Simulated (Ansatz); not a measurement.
# Ga(PH3)F3 (F3GaH3P): geometry, orbitals and charge

What does Ga(PH3)F3 (F3GaH3P) look like as a singlet, and where do its frontier electrons sit?

Computed with Ansatz 0.2.0, Gaussian basis. Level: RKS PBE0-D4/def2-TZVP.

The runs, in order: relaxation at PBE0-D4/def2-SVP; a search for the lowest solution at PBE0-D4/def2-SVP; a single point at PBE0-D4/def2-TZVP.

## Step 1: Starting geometry

8 atoms, charge 0, spin multiplicity 1.

Atoms are counted from 1 here; the program's logs count them from 0.

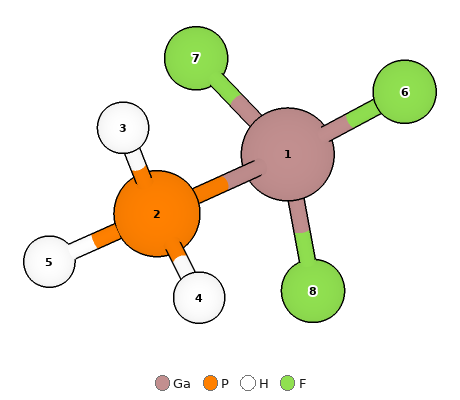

Start geometry, drawn with gallium pink, phosphorus orange, hydrogen white, fluorine green; atoms are numbered from 1 in the order of the file.

The start is a GFN2-xTB geometry.

## Step 2: Optimising with PBE0-D4/def2-SVP

The input, in.yaml:

```yaml
crystal:
  periodic: [false, false, false]
  atoms:
    - {symbol: Ga, position_ang: [-0.003200, 0.011370, -1.369830]}
    - {symbol: P, position_ang: [0.003750, -0.005310, 1.134550]}
    - {symbol: H, position_ang: [0.699760, 0.994570, 1.781630]}
    - {symbol: H, position_ang: [0.528990, -1.117980, 1.756050]}
    - {symbol: H, position_ang: [-1.215760, 0.084090, 1.772280]}
    - {symbol: F, position_ang: [1.707260, -0.006290, -1.700720]}
    - {symbol: F, position_ang: [-0.844650, 1.503420, -1.688340]}
    - {symbol: F, position_ang: [-0.876160, -1.463870, -1.685620]}
basis:
  gaussian: {orbitals: def2-SVP}
hamiltonian: {xc: pbe0, dispersion: d4}
scf: {omitted_lower_state_checks: [starts]}
output: {orbitals: {seedname: orbitals}}
relax: {f_tol: 0.02, max_steps: 100}
```

Launch:

```bash
$ ansatz run in.yaml --threads 2 --pin off --events-out ev --progress --plain --max-ram 4352MiB
```

The runs that follow: Searching for the lowest solution, PBE0-D4/def2-SVP; Single point, PBE0-D4/def2-TZVP.

Q: Predict the results of all the runs planned. Wanted: point group; commonest bond, hydrogen aside; HOMO, LUMO at PBE0-D4/def2-TZVP; dipole at PBE0-D4/def2-SVP.

As calculated:

| quantity | value |
| --- | --- |
| point group | C3 |
| commonest bond, hydrogen aside | F–Ga, 3 of mean length 1.753 Å |
| HOMO, LUMO at PBE0-D4/def2-TZVP | -9.78, -0.91 eV |
| dipole at PBE0-D4/def2-SVP | 6.43 D |

**Reading.** The molecule keeps its bonding pattern by the stored test; the atoms moved 0.03 Å (rms). No usable vibrations, so a minimum isn't proven. The point group is read from a loosely relaxed geometry; soft torsions can leave it below the true symmetry.
